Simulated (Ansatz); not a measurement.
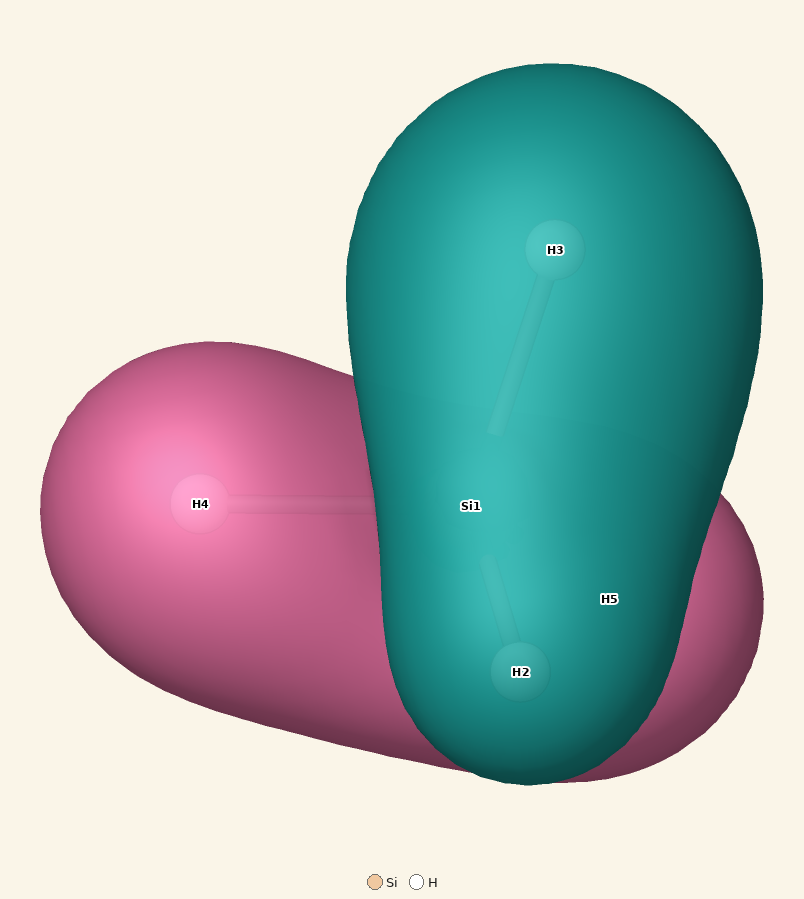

Figure. SiH$_{4}$. The HOMO at ±0.1 Å⁻³ᐟ² (teal and pink are the two phases), seen at a tilt.

The calculation used DFT PBE, Gaussian basis def2-SVP (Ansatz 0.2.0).

```xyz
5

Si    0.0000    0.0000    0.0000
H    -0.1706    1.2424   -0.8281
H    -0.7567    0.1498    1.2897
H     1.4585   -0.2082    0.2962
H    -0.5312   -1.1840   -0.7578
```

Describe this orbital and give its energy.

Answer. It lies mainly on Si1 (about 45 %), H3 (about 25 %), H2 (about 10 %), H4 (about 10 %) and H5 (about 10 %). It is one of a degenerate set, so its orientation is arbitrary. Its energy is −8.44 eV.
